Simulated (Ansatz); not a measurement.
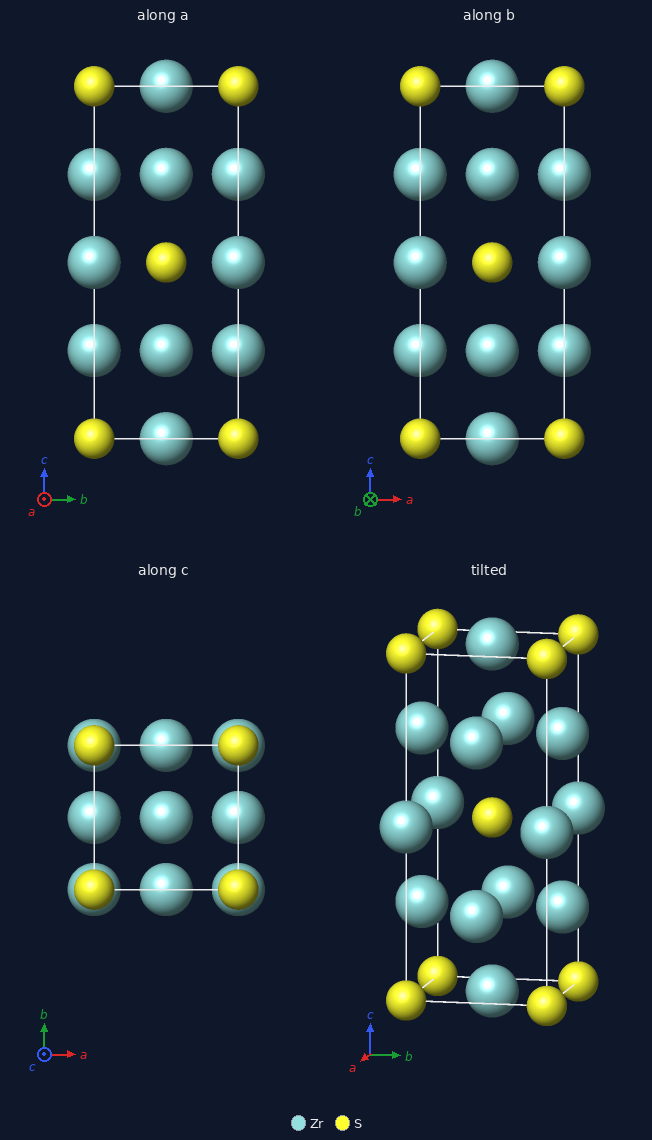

The crystal in a spheres-only representation, seen along the a axis, along the b axis, along the c axis and slightly off an axis. The conventional unit cell is outlined; an atom on or near a face, edge or corner is repeated at each equivalent position.

Lattice parameters: a = 4.0266 Å, b = 4.0266 Å, c = 9.8421 Å, α = 90.000°, β = 90.000°, γ = 90.000°.

Convert the drawing into a CIF with its space group and independent sites.

```cif
data_structure
_symmetry_space_group_name_H-M 'I 4/m m m'
_symmetry_Int_Tables_number 139
_cell_length_a 4.0266
_cell_length_b 4.0266
_cell_length_c 9.8421
_cell_angle_alpha 90.000
_cell_angle_beta 90.000
_cell_angle_gamma 90.000
_cell_volume 159.58
loop_
_atom_site_label
_atom_site_type_symbol
_atom_site_symmetry_multiplicity
_atom_site_Wyckoff_symbol
_atom_site_fract_x
_atom_site_fract_y
_atom_site_fract_z
_atom_site_occupancy
Zr1 Zr 2 b 0.5000 0.5000 0.0000 1
Zr2 Zr 4 d 0.5000 0.0000 0.2500 1
S1 S 2 a 0.0000 0.0000 0.0000 1
```

The model was built from a textbook structure type filled with these elements (whether it is the usual form wasn't checked). The structure drawn was relaxed with DFT PBE, scalar-relativistic, plane waves, PAW (Ansatz).
